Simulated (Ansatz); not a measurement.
**C2H7Ga (SMILES [CH3][GaH][CH3]) at 6 levels**

Aim: a comparison of 6 runs (HF/3-21G, B3LYP/6-31G*, BLYP/def2-SVP, revPBE/def2-SVP, RPA@PBE/def2-SVP, BCCD(T)/def2-SVP) of C2H7Ga. 

The results are computed with Ansatz 0.2.0.

47 further runs of the same task are left out: 1 that didn't finish, 46 set aside as unsound or not needed.

## Step 1: The molecule

C2H7Ga: 10 atoms, total charge 0, spin state singlet. SMILES: `[CH3][GaH][CH3]`. The C1–H4 distance was set to 1.643 Å, away from the relaxed value. At this shape a bond of the SMILES string is far longer than usual.

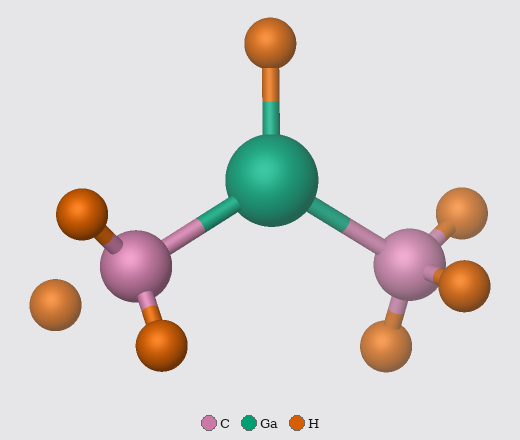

The structure, seen from a chosen angle (carbon pink, gallium teal, hydrogen orange).

## Step 2: The energy at HF/3-21G (run 1)

run.yaml reads:

```yaml
crystal:
  periodic: [false, false, false]
  atoms:
    - {symbol: C, position_ang: [-0.828242, 1.407109, -0.293585]}
    - {symbol: Ga, position_ang: [0.884158, 0.530409, 0.136915]}
    - {symbol: C, position_ang: [0.916658, -1.057191, 1.305115]}
    - {symbol: H, position_ang: [-1.533700, 0.614200, -1.548200]}
    - {symbol: H, position_ang: [-0.700242, 2.448109, -0.593285]}
    - {symbol: H, position_ang: [-1.524542, 1.359509, 0.546815]}
    - {symbol: H, position_ang: [2.232458, 1.100809, -0.454385]}
    - {symbol: H, position_ang: [0.922858, -0.729691, 2.350515]}
    - {symbol: H, position_ang: [1.804458, -1.671591, 1.148715]}
    - {symbol: H, position_ang: [0.025558, -1.673991, 1.168315]}
basis:
  gaussian:
    orbitals: 3-21G-spherical.json
hamiltonian:
  xc: hf
accuracy: high
output: {orbitals: {seedname: orbitals}}
```

The basis set 3-21G is read from a file made from the Basis Set Exchange's data (not shown).

Command:

```sh
ansatz run run.yaml --threads 1 --pin off --max-ram 3480MiB --events-out events.jsonl --progress --plain --runs-dir runs
```

The log of the run:

```text
Warning: RAYON_NUM_THREADS=1 ignored (pool sized by the plan → 1); use --threads N
Functional definition: HF
  name "HF"
  exchange = exact_x
  correlation = 0
1145 factors; integrals over basis functions are off by at most 1.4e-8 eV
mean field evaluation 1: about -54233.9775 eV, gradient 2.5e1 eV
mean field evaluation 2: about -54234.1571 eV, gradient 2.5e1 eV
mean field evaluation 4: about -54235.9494 eV, gradient 2.0e0 eV
mean field evaluation 8: about -54235.9683 eV, gradient 1.4e-1 eV
mean field evaluation 16: about -54235.9685 eV, gradient 1.8e-8 eV
mean field -54235.96845821 eV, -1993.1350783793 hartree, gradient 1.8e-8 eV, S^2 0.000000; 0 other end points of the search recorded, 0 dependent functions left out
reference -54235.96845821 eV, -1993.1350783793 hartree; 25, 25 occupied and 29, 29 virtual orbitals, 1145 factors
Total energy: -54235.96845821 eV, -1993.1350783793 hartree
```

Wall time 0.7 s (1 thread of Arm Neoverse V1, shared host); peak memory 0.12 GiB.

## Step 3: The energy at B3LYP/6-31G(d) (Cartesian functions) (run 2)

run.yaml, as its differences from that of step 2:

```diff
@@ -1 +1,4 @@
+basis:
+  gaussian:
+    orbitals: "6-31G*"
 crystal:
@@ -13,7 +16,4 @@
     - {symbol: H, position_ang: [0.025558, -1.673991, 1.168315]}
-basis:
-  gaussian:
-    orbitals: 3-21G-spherical.json
 hamiltonian:
-  xc: hf
+  xc: {name: B3LYP}
 accuracy: high
```

Command:

```sh
ansatz run run.yaml --threads 1 --pin off --max-ram 3480MiB --events-out events.jsonl --progress --plain --runs-dir runs
```

The log of the run:

```text
Warning: RAYON_NUM_THREADS=1 ignored (pool sized by the plan → 1); use --threads N
Functional definition: B3LYP
  name "B3LYP"
  parameter a0 = 0.2
  parameter ax = 0.72
  parameter ac = 0.81
  exchange = (1 - a0 - ax)*slater_x + ax*b88_x + a0*exact_x
  correlation = (1 - ac)*vwn_rpa_c + ac*lyp_c
1771 factors; integrals over basis functions are off by at most 4.6e-9 eV
mean field evaluation 1: about -54548.5934 eV, gradient 6.4e1 eV
mean field evaluation 2: about -54540.1189 eV, gradient 8.2e1 eV
mean field evaluation 4: about -54558.0432 eV, gradient 4.0e0 eV
mean field evaluation 8: about -54558.1778 eV, gradient 2.6e-1 eV
mean field evaluation 16: about -54558.1780 eV, gradient 2.2e-5 eV
mean field -54558.17795853 eV, -2004.9760591146 hartree, gradient 4.1e-8 eV, S^2 0.000000; 0 other end points of the search recorded, 0 dependent functions left out
reference -54558.17800265 eV, -2004.9760607361 hartree; 25, 25 occupied and 54, 54 virtual orbitals, 1771 factors
Total energy: -54558.17800265 eV, -2004.9760607361 hartree
```

Run time: 7.8 s. Hardware: 1 thread of Arm Neoverse V1, shared host; peak memory 0.27 GiB.

Runs 3 to 5 aren't shown in full; the table further down has their settings and results.

## Step 4: A single-point energy at BCCD(T)/def2-SVP (run 6)

input.yaml reads:

```yaml
crystal:
  periodic: [false, false, false]
  atoms:
    - symbol: C
      position_ang: [-0.828242, 1.407109, -0.293585]
    - symbol: Ga
      position_ang: [0.884158, 0.530409, 0.136915]
    - symbol: C
      position_ang: [0.916658, -1.057191, 1.305115]
    - symbol: H
      position_ang: [-1.533700, 0.614200, -1.548200]
    - symbol: H
      position_ang: [-0.700242, 2.448109, -0.593285]
    - symbol: H
      position_ang: [-1.524542, 1.359509, 0.546815]
    - symbol: H
      position_ang: [2.232458, 1.100809, -0.454385]
    - symbol: H
      position_ang: [0.922858, -0.729691, 2.350515]
    - symbol: H
      position_ang: [1.804458, -1.671591, 1.148715]
    - symbol: H
      position_ang: [0.025558, -1.673991, 1.168315]
basis:
  gaussian:
    orbitals: def2-SVP
correlation:
  method: bccd_t
  frozen_orbitals: {C: 1, Ga: 9, H: 0}
accuracy: high
scf:
  omitted_lower_state_checks: [cluster_reference, increment]
```

Command:

```sh
ansatz run input.yaml --threads 1 --pin off --max-ram 3480MiB --events-out events.jsonl --progress --plain --runs-dir runs
```

The log of the run (excerpt; [...] marks lines left out):

```text
Warning: RAYON_NUM_THREADS=1 ignored (pool sized by the plan → 1); use --threads N
[... 2 set-up lines as earlier in the session ...]
[...]
2186 factors; integrals over basis functions are off by at most 7.9e-9 eV
[...]
mean field -54495.27790081 eV, -2002.6645246286 hartree, gradient 1.8e-8 eV, S^2 0.000000; 0 other end points of the search recorded, 0 dependent functions left out
11 core orbitals not correlated: weight in the atoms' cores, before any rotation towards them, 1.000 or more for the frozen orbitals, at most 0.000 for the correlated occupied ones
reference -54495.27790081 eV, -2002.6645246286 hartree; 14, 14 occupied and 70, 70 virtual orbitals, 2186 factors
second order -14.10711737 eV of doubles, -0.00000000 eV of singles
cycle   1  -14.36646474 eV  change   -2.6e-1 eV  update   1.0e-1
[...]
cycle  22  -15.01341996 eV  change   4.8e-11 eV  update   1.4e-9
perturbative correction -0.54871586 eV, -0.0201649360 hartree
Total energy: -54510.84003663 eV, -2003.2364225716 hartree
Checks for a lower state left out: cluster_reference, increment
```

Run time: 39 s. Hardware: 1 thread of Arm Neoverse V1, shared host; peak memory 0.84 GiB.

## Step 5: The series

```tsv
run	level	Cartesian functions	frozen core orbitals	energy (Eh)	HOMO energy (eV)	LUMO energy (eV)	HOMO–LUMO gap (eV)	wall time
1	HF/3-21G	no	–	-1993.135078	-10.40	1.72	12.12	0.7 s
2	B3LYP/6-31G* (Cartesian functions)	yes	–	-2004.976061	-7.33	-1.41	5.92	7.8 s
3	BLYP/def2-SVP	no	–	-2004.897919	-6.29	-1.99	4.30	7.2 s
4	revPBE/def2-SVP	no	–	-2004.728364	-6.42	-1.98	4.44	7.2 s
5	RPA@PBE/def2-SVP	no	11	-2003.476615	–	–	–	16 s
6	BCCD(T)/def2-SVP	no	11	-2003.236423	–	–	–	39 s
```

## Step 6: What came out

```
                                           quantity           value
                                run 6: total energy  -2003.23642 Eh
run 6: correlation energy (11 core orbitals frozen)      -571.9 mEh
                              run 6: (T) correction      -20.16 mEh
```

**Reading.** Over runs 1, 2, 3, 4 the HOMO–LUMO gap runs from 4.30 eV (BLYP/def2-SVP) to 12.12 eV (HF/3-21G). The two ends differ in method and basis. Totals of different functionals can't be ranked against each other. All runs together took 78 s, the longest 39 s.
